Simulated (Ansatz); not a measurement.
# [BH3]− (SMILES [BH3-]): levels of theory compared

Wanted: a comparison of 6 runs (UHF/3-21G, UB3LYP/3-21G, UBLYP/6-31G*, UCCSDT(Q)/3-21G, UCCSDT(Q)/6-31G*, UCCSDT/6-31G*) of [BH3]−. 

Program for the calculation: Ansatz 0.2.0.

2 further runs of the same task are left out: 2 set aside as unsound or not needed.

**1. Starting point**

[BH3]−: 4 atoms, total charge -1, spin state doublet. As SMILES, `[BH3-]`. The H3–B1 distance was set to 1.567 Å, away from the relaxed value.

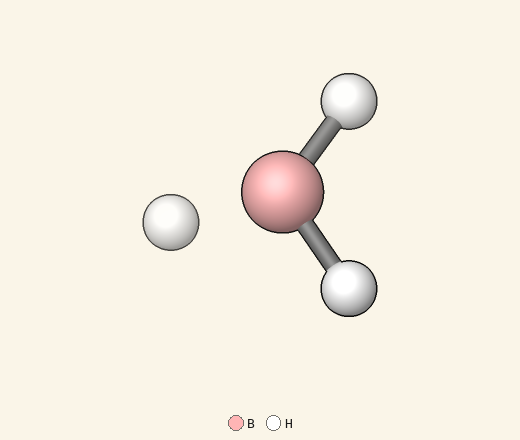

Viewed from a chosen angle; boron pink, hydrogen white.

**2. A single-point energy at UHF/3-21G (run 1)**

run.yaml

```yaml
crystal:
  periodic: [false, false, false]
  atoms:
    - {symbol: B, position_ang: [0.257854, 0.243631, -0.321855]}
    - {symbol: H, position_ang: [1.024504, 0.733521, 0.540435]}
    - {symbol: H, position_ang: [-0.279230, -1.161080, 0.118390]}
    - {symbol: H, position_ang: [-0.680846, 1.026821, -0.601135]}
basis:
  gaussian: {orbitals: 3-21G.json}
total_charge: -1
magnetization: {spin_polarized: true, initial_magnetization: 1}
hamiltonian: {xc: hf}
accuracy: high
```

The basis set 3-21G is read from a file made from the Basis Set Exchange's data (not shown).

Started as:

```bash
ansatz run run.yaml --threads 1 --pin off --max-ram 2610MiB --events-out events.jsonl --progress --plain --runs-dir runs
```

Output:

```text
Warning: RAYON_NUM_THREADS=1 ignored (pool sized by the plan → 1); use --threads N
Functional definition: HF
  name "HF"
  exchange = exact_x
  correlation = 0
294 factors; integrals over basis functions are off by at most 2.6e-9 eV
mean field evaluation 1: about -711.0727 eV, gradient 8.1e0 eV
mean field evaluation 2: about -711.0682 eV, gradient 8.0e0 eV
mean field evaluation 4: about -711.8569 eV, gradient 9.5e-1 eV
mean field evaluation 8: about -711.8842 eV, gradient 6.3e-3 eV
mean field -711.88420194 eV, -26.1612618888 hartree, gradient 5.7e-8 eV, S^2 0.763651; 0 other end points of the search recorded, 0 dependent functions left out
reference -711.88420194 eV, -26.1612618888 hartree; 5, 4 occupied and 10, 11 virtual orbitals, 294 factors
Total energy: -711.88420194 eV, -26.1612618888 hartree
```

It took 0.08 s on 1 thread of Arm Neoverse V1, shared host.

**3. The energy at UB3LYP/3-21G (run 2)**

input.yaml

```yaml
crystal:
  periodic: [false, false, false]
  atoms:
    - {symbol: B, position_ang: [0.257854, 0.243631, -0.321855]}
    - {symbol: H, position_ang: [1.024504, 0.733521, 0.540435]}
    - {symbol: H, position_ang: [-0.279230, -1.161080, 0.118390]}
    - {symbol: H, position_ang: [-0.680846, 1.026821, -0.601135]}
basis:
  gaussian: {orbitals: 3-21G.json}
total_charge: -1
magnetization: {spin_polarized: true, initial_magnetization: 1}
hamiltonian: {xc: {name: B3LYP}}
accuracy: high
```

The basis set 3-21G is read from a file made from the Basis Set Exchange's data (not shown).

Started as:

```bash
ansatz run input.yaml --threads 1 --pin off --max-ram 2610MiB --events-out events.jsonl --progress --plain --runs-dir runs
```

Output:

```text
Warning: RAYON_NUM_THREADS=1 ignored (pool sized by the plan → 1); use --threads N
Functional definition: B3LYP
  name "B3LYP"
  parameter a0 = 0.2
  parameter ax = 0.72
  parameter ac = 0.81
  exchange = (1 - a0 - ax)*slater_x + ax*b88_x + a0*exact_x
  correlation = (1 - ac)*vwn_rpa_c + ac*lyp_c
294 factors; integrals over basis functions are off by at most 2.6e-9 eV
mean field evaluation 1: about -718.4830 eV, gradient 2.7e0 eV
mean field evaluation 2: about -718.5780 eV, gradient 1.0e0 eV
mean field evaluation 4: about -718.5889 eV, gradient 1.3e-1 eV
mean field evaluation 8: about -718.5719 eV, gradient 2.8e-3 eV
mean field evaluation 16: about -718.5719 eV, gradient 2.6e-7 eV
mean field -718.57188088 eV, -26.4070295567 hartree, gradient 4.0e-8 eV, S^2 0.752628; 0 other end points of the search recorded, 0 dependent functions left out
reference -718.57190695 eV, -26.4070305148 hartree; 5, 4 occupied and 10, 11 virtual orbitals, 294 factors
Total energy: -718.57190695 eV, -26.4070305148 hartree
```

It took 0.83 s on 1 thread of Arm Neoverse V1, shared host; peak memory 0.1 GiB.

Runs 3 to 4 aren't shown in full; the table further down has their settings and results.

**4. The energy at UCCSDT(Q)/6-31G(d) (spherical functions) (run 5)**

input.yaml, as its differences from that of step 3:

```diff
@@ -8,6 +8,13 @@
 basis:
-  gaussian: {orbitals: 3-21G.json}
+  gaussian:
+    orbitals: 6-31G_st_-spherical.json
 total_charge: -1
-magnetization: {spin_polarized: true, initial_magnetization: 1}
-hamiltonian: {xc: {name: B3LYP}}
+magnetization:
+  spin_polarized: true
+  initial_magnetization: 1
+correlation:
+  method: ccsdt_q
+  frozen_orbitals: {B: 1, H: 0}
 accuracy: high
+scf:
+  omitted_lower_state_checks: [cluster_reference, increment]
```

The basis set 6-31G* is read from a file made from the Basis Set Exchange's data (not shown).

Started as:

```bash
ansatz run input.yaml --threads 1 --pin off --max-ram 2610MiB --events-out events.jsonl --progress --plain --runs-dir runs
```

Output:

```text
Warning: RAYON_NUM_THREADS=1 ignored (pool sized by the plan → 1); use --threads N
[... 11 lines left out ...]
1 core orbitals not correlated: weight in the atoms' cores, before any rotation towards them, 1.000 or more for the frozen orbitals, at most 0.000 for the correlated occupied ones
[... 26 lines left out ...]
Total energy: -718.70308466 eV, -26.4118512067 hartree
Checks for a lower state left out: cluster_reference, increment
```

Run time: 1.2 s. Hardware: 1 thread of Arm Neoverse V1, shared host; peak memory 0.095 GiB.

**5. A single-point energy at UCCSDT/6-31G(d) (spherical functions) (run 6)**

run.yaml, as its differences from that of step 2:

```diff
@@ -8,6 +8,7 @@
 basis:
-  gaussian: {orbitals: 3-21G.json}
+  gaussian: {orbitals: 6-31G_st_-spherical.json}
+magnetization: {spin_polarized: true, initial_magnetization: 1}
+scf: {omitted_lower_state_checks: [cluster_reference, increment]}
 total_charge: -1
-magnetization: {spin_polarized: true, initial_magnetization: 1}
-hamiltonian: {xc: hf}
 accuracy: high
+correlation: {method: ccsdt, frozen_orbitals: {B: 1, H: 0}}
```

The basis set 6-31G* is read from a file made from the Basis Set Exchange's data (not shown).

Started as:

```bash
ansatz run run.yaml --threads 1 --pin off --max-ram 2610MiB --events-out events.jsonl --progress --plain --runs-dir runs
```

Output:

```text
Warning: RAYON_NUM_THREADS=1 ignored (pool sized by the plan → 1); use --threads N
[... 11 lines left out ...]
1 core orbitals not correlated: weight in the atoms' cores, before any rotation towards them, 1.000 or more for the frozen orbitals, at most 0.000 for the correlated occupied ones
[... 25 lines left out ...]
Total energy: -718.70415314 eV, -26.4118904728 hartree
Checks for a lower state left out: cluster_reference, increment
```

Wall time 0.97 s (1 thread of Arm Neoverse V1, shared host).

**6. Overview of the runs**

```csv
run,level,frozen core orbitals,energy (Eh),⟨S²⟩,wall time
1,UHF/3-21G,–,-26.161262,0.764,0.08 s
2,UB3LYP/3-21G,–,-26.407031,0.753,0.83 s
3,UBLYP/6-31G* (spherical functions),–,-26.513666,0.752,0.91 s
4,UCCSDT(Q)/3-21G,1,-26.243496,0.764,0.64 s
5,UCCSDT(Q)/6-31G* (spherical functions),1,-26.411851,0.761,1.2 s
6,UCCSDT/6-31G* (spherical functions),1,-26.411890,0.761,0.97 s
```

**7. Summary of results**

| quantity | value |
| --- | --- |
| run 6: total energy | -26.41189 Eh |
| run 6: correlation energy (1 core orbital frozen) | -105.0 mEh |
| run 6: ⟨S²⟩ of the reference determinant | 0.761 |
| run 6: T1 diagnostic | 0.015 |

In words: Totals of different functionals can't be ranked against each other. All runs together took 4.6 s, the longest 1.2 s.
